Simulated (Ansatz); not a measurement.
Geometry relaxation, with input and output: SnH$_{4}$Se$_{2}$ (part 2 of 2)

Continued. System: SnH$_{4}$Se$_{2}$. Method: RKS PBE0-D4/def2-TZVP (Ansatz 0.2.0). The geometry: PBE-D4/def2-SVP start.

Geometry of the input (Å):
```
Se -2.0976  -0.6231  -0.6173
Sn -0.0711  0.4557  0.5422
Se 1.8985  -1.1664  0.8520
H  -1.6219  -0.1467  -1.9428
H  0.4157  1.8154  -0.4081
H  -0.5503  0.8721  2.1460
H  2.0880  -1.2751  -0.6178
```

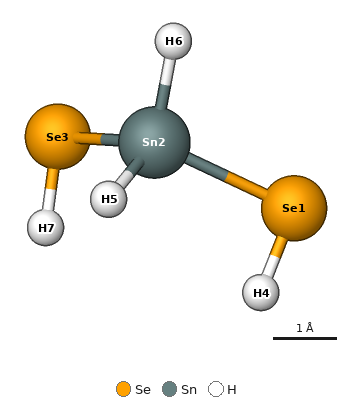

Fig. 1: The geometry at step 12 of the log (ball-and-stick view, seen at a tilt; atoms are numbered from 1 in the order of the input).

Trajectory as extended XYZ, continued:
```
7
Properties=species:S:1:pos:R:3:forces:R:3 step=4 energy=-136582.12586 accepted=F
Se   -2.0517   -0.6147   -0.6060   -0.0612  -0.0302   0.0009
Sn   -0.0764    0.4574    0.5531    0.0230   0.0307  -0.1051
Se    1.8583   -1.1476    0.8209    0.0537  -0.0528   0.0773
H    -1.5962   -0.1562   -1.9249    0.0240   0.0110   0.0193
H     0.4105    1.7884   -0.3918    0.0018   0.0224   0.0006
H    -0.5553    0.8797    2.1294    0.0109  -0.0265   0.0119
H     2.0721   -1.2751   -0.6265   -0.0522   0.0455  -0.0047
7
Properties=species:S:1:pos:R:3:forces:R:3 step=5 energy=-136582.12842
Se   -2.0590   -0.6164   -0.6038   -0.0033   0.0014  -0.0007
Sn   -0.0728    0.4544    0.5428   -0.0004   0.0080  -0.0005
Se    1.8544   -1.1593    0.8311    0.0028  -0.0010   0.0000
H    -1.5921   -0.1572   -1.9184    0.0004  -0.0016  -0.0001
H     0.4183    1.7868   -0.3999   -0.0006  -0.0036   0.0013
H    -0.5472    0.8701    2.1231   -0.0005  -0.0022   0.0002
H     2.0598   -1.2464   -0.6206    0.0017  -0.0010  -0.0003
7
Properties=species:S:1:pos:R:3:forces:R:3 step=6 energy=-136582.12846
Se   -2.0649   -0.6087   -0.6018   -0.0017   0.0010   0.0011
Sn   -0.0735    0.4551    0.5426   -0.0005   0.0003   0.0017
Se    1.8515   -1.1621    0.8294   -0.0002   0.0004   0.0006
H    -1.5899   -0.1662   -1.9191    0.0013  -0.0010  -0.0009
H     0.4209    1.7866   -0.3990    0.0002  -0.0003   0.0003
H    -0.5475    0.8685    2.1237    0.0004  -0.0005  -0.0014
H     2.0646   -1.2413   -0.6216    0.0006   0.0002  -0.0013
7
Properties=species:S:1:pos:R:3:forces:R:3 step=7 energy=-136582.12850
Se   -2.0859   -0.5810   -0.5944    0.0207   0.0120  -0.0341
Sn   -0.0763    0.4573    0.5426   -0.0016  -0.0164   0.0065
Se    1.8402   -1.1730    0.8223   -0.0054   0.0019  -0.0133
H    -1.5789   -0.2009   -1.9213   -0.0132  -0.0116   0.0351
H     0.4308    1.7865   -0.3944    0.0016   0.0061  -0.0018
H    -0.5483    0.8642    2.1260    0.0022   0.0042  -0.0032
H     2.0797   -1.2211   -0.6266   -0.0043   0.0037   0.0109
7
Properties=species:S:1:pos:R:3:forces:R:3 step=8 energy=-136582.12854
Se   -2.0811   -0.5862   -0.5961    0.0078   0.0051  -0.0150
Sn   -0.0756    0.4568    0.5435   -0.0003  -0.0093   0.0018
Se    1.8420   -1.1715    0.8230   -0.0045   0.0017  -0.0055
H    -1.5799   -0.1960   -1.9213   -0.0040  -0.0053   0.0176
H     0.4295    1.7864   -0.3945    0.0013   0.0041  -0.0008
H    -0.5481    0.8661    2.1260    0.0010   0.0020  -0.0019
H     2.0746   -1.2237   -0.6265   -0.0012   0.0017   0.0038
7
Properties=species:S:1:pos:R:3:forces:R:3 step=9 energy=-136582.12860
Se   -2.0848   -0.5801   -0.5949   -0.0006   0.0005   0.0003
Sn   -0.0766    0.4572    0.5444   -0.0001   0.0003  -0.0001
Se    1.8368   -1.1760    0.8193   -0.0003  -0.0006  -0.0004
H    -1.5730   -0.2071   -1.9200    0.0006  -0.0010  -0.0002
H     0.4322    1.7869   -0.3920    0.0003  -0.0001   0.0004
H    -0.5481    0.8675    2.1267    0.0001   0.0001   0.0000
H     2.0748   -1.2164   -0.6294    0.0000   0.0008   0.0000
7
Properties=species:S:1:pos:R:3:forces:R:3 step=10 energy=-136582.12861
Se   -2.1018   -0.5518   -0.5895    0.0090   0.0061  -0.0349
Sn   -0.0789    0.4590    0.5475    0.0016   0.0106  -0.0082
Se    1.8200   -1.1930    0.8087    0.0025   0.0030  -0.0277
H    -1.5568   -0.2519   -1.9221   -0.0106  -0.0065   0.0424
H     0.4449    1.7875   -0.3835    0.0003  -0.0074   0.0050
H    -0.5473    0.8688    2.1307   -0.0039  -0.0018  -0.0001
H     2.0812   -1.1867   -0.6377    0.0010  -0.0040   0.0235
7
Properties=species:S:1:pos:R:3:forces:R:3 step=11 energy=-136582.12856 accepted=F
Se   -2.1102   -0.5437   -0.5857    0.0244   0.0156  -0.0400
Sn   -0.0822    0.4607    0.5473    0.0006   0.0098  -0.0075
Se    1.8129   -1.1966    0.8006    0.0132  -0.0095  -0.0125
H    -1.5446   -0.2640   -1.9140   -0.0251  -0.0134   0.0288
H     0.4499    1.7878   -0.3809   -0.0077  -0.0070   0.0036
H    -0.5531    0.8699    2.1299    0.0059  -0.0024   0.0038
H     2.0886   -1.1823   -0.6431   -0.0111   0.0069   0.0238
7
Properties=species:S:1:pos:R:3:forces:R:3 step=12 energy=-136582.12872
Se   -2.1065   -0.5463   -0.5883   -0.0002   0.0005   0.0003
Sn   -0.0800    0.4598    0.5462   -0.0003  -0.0002   0.0002
Se    1.8172   -1.1947    0.8058   -0.0005  -0.0002  -0.0004
H    -1.5547   -0.2576   -1.9185    0.0001  -0.0005   0.0002
H     0.4474    1.7874   -0.3828    0.0004   0.0001  -0.0003
H    -0.5493    0.8673    2.1298   -0.0002  -0.0001  -0.0001
H     2.0871   -1.1840   -0.6379    0.0007   0.0004   0.0000
7
Properties=species:S:1:pos:R:3:forces:R:3 step=13 energy=-136582.12874
Se   -2.1125   -0.5371   -0.5866    0.0036   0.0023  -0.0066
Sn   -0.0812    0.4605    0.5466    0.0000   0.0013  -0.0006
Se    1.8114   -1.1999    0.8014    0.0014  -0.0015  -0.0023
H    -1.5489   -0.2714   -1.9169   -0.0042  -0.0024   0.0051
H     0.4514    1.7875   -0.3804   -0.0001  -0.0007  -0.0001
H    -0.5500    0.8676    2.1304    0.0004  -0.0005   0.0008
H     2.0911   -1.1754   -0.6404   -0.0011   0.0014   0.0035
7
Properties=species:S:1:pos:R:3:forces:R:3 step=14 energy=-136582.12876
Se   -2.1219   -0.5222   -0.5841    0.0110   0.0048  -0.0210
Sn   -0.0828    0.4616    0.5471    0.0002   0.0015  -0.0009
Se    1.8023   -1.2084    0.7949    0.0034  -0.0021  -0.0084
H    -1.5417   -0.2933   -1.9149   -0.0116  -0.0049   0.0182
H     0.4583    1.7876   -0.3766   -0.0005  -0.0008   0.0000
H    -0.5509    0.8675    2.1313    0.0009  -0.0003   0.0015
H     2.0980   -1.1609   -0.6435   -0.0033   0.0019   0.0106
7
Properties=species:S:1:pos:R:3:forces:R:3 step=15 energy=-136582.12878
Se   -2.1227   -0.5208   -0.5840    0.0070   0.0032  -0.0137
Sn   -0.0828    0.4618    0.5469    0.0000  -0.0010  -0.0006
Se    1.8015   -1.2093    0.7946    0.0020  -0.0017  -0.0045
H    -1.5428   -0.2950   -1.9151   -0.0073  -0.0031   0.0123
H     0.4594    1.7873   -0.3764   -0.0002   0.0005  -0.0004
H    -0.5510    0.8671    2.1313    0.0009   0.0001   0.0006
H     2.0996   -1.1592   -0.6430   -0.0024   0.0020   0.0064
7
Properties=species:S:1:pos:R:3:forces:R:3 step=16 energy=-136582.12880
Se   -2.1295   -0.5105   -0.5824    0.0051   0.0019  -0.0040
Sn   -0.0831    0.4619    0.5458   -0.0030  -0.0064   0.0086
Se    1.7951   -1.2167    0.7913   -0.0030   0.0027  -0.0059
H    -1.5421   -0.3090   -1.9136   -0.0029  -0.0013   0.0020
H     0.4657    1.7861   -0.3751    0.0008   0.0018  -0.0022
H    -0.5510    0.8657    2.1307    0.0006   0.0026  -0.0006
H     2.1062   -1.1456   -0.6425    0.0024  -0.0014   0.0021
7
Properties=species:S:1:pos:R:3:forces:R:3 step=17 energy=-136582.12881
Se   -2.1410   -0.4915   -0.5803    0.0052   0.0011  -0.0109
Sn   -0.0850    0.4625    0.5465   -0.0008  -0.0099   0.0003
Se    1.7827   -1.2296    0.7829    0.0005   0.0038  -0.0190
H    -1.5403   -0.3355   -1.9123   -0.0026   0.0002   0.0156
H     0.4758    1.7838   -0.3711    0.0017   0.0046  -0.0021
H    -0.5518    0.8664    2.1318    0.0003   0.0009  -0.0024
H     2.1208   -1.1242   -0.6434   -0.0043  -0.0006   0.0184
7
Properties=species:S:1:pos:R:3:forces:R:3 step=18 energy=-136582.12883
Se   -2.1408   -0.4932   -0.5801    0.0031   0.0012  -0.0018
Sn   -0.0850    0.4619    0.5459   -0.0022  -0.0071   0.0044
Se    1.7830   -1.2296    0.7831   -0.0004   0.0025  -0.0112
H    -1.5404   -0.3328   -1.9110   -0.0004  -0.0001   0.0027
H     0.4754    1.7834   -0.3717    0.0011   0.0034  -0.0031
H    -0.5520    0.8667    2.1308    0.0012   0.0003  -0.0015
H     2.1211   -1.1246   -0.6428   -0.0023  -0.0002   0.0105
7
Properties=species:S:1:pos:R:3:forces:R:3 step=19 energy=-136582.12883
Se   -2.1416   -0.4932   -0.5797   -0.0032  -0.0004   0.0004
Sn   -0.0858    0.4605    0.5466    0.0008  -0.0006  -0.0020
Se    1.7801   -1.2328    0.7820    0.0014  -0.0010   0.0022
H    -1.5400   -0.3312   -1.9097    0.0000  -0.0005  -0.0009
H     0.4759    1.7792   -0.3747    0.0003   0.0023   0.0016
H    -0.5513    0.8681    2.1311    0.0003   0.0002  -0.0004
H     2.1239   -1.1187   -0.6414    0.0004  -0.0001  -0.0008
```

Results in brief:

```json
{"quantity": "outcome", "value": "converged"}
{"quantity": "total energy", "value": "−136582.1289 eV"}
{"quantity": "mean-field energy", "value": "−136581.9631 eV"}
{"quantity": "dispersion energy", "value": "−0.1658 eV"}
{"quantity": "SCF solution under orbital rotations", "value": "stable"}
{"quantity": "largest force (length of the vector) at the end", "value": "0.003 eV/Å"}
{"quantity": "dipole moment", "value": "1.33 D"}
{"quantity": "hardware", "value": "4 threads of Arm Neoverse V2, 23 GiB of memory available, shared host"}
{"quantity": "wall time", "value": "54 s (CPU time 3.4 min)"}
{"quantity": "peak memory", "value": "0.55 GiB"}
```
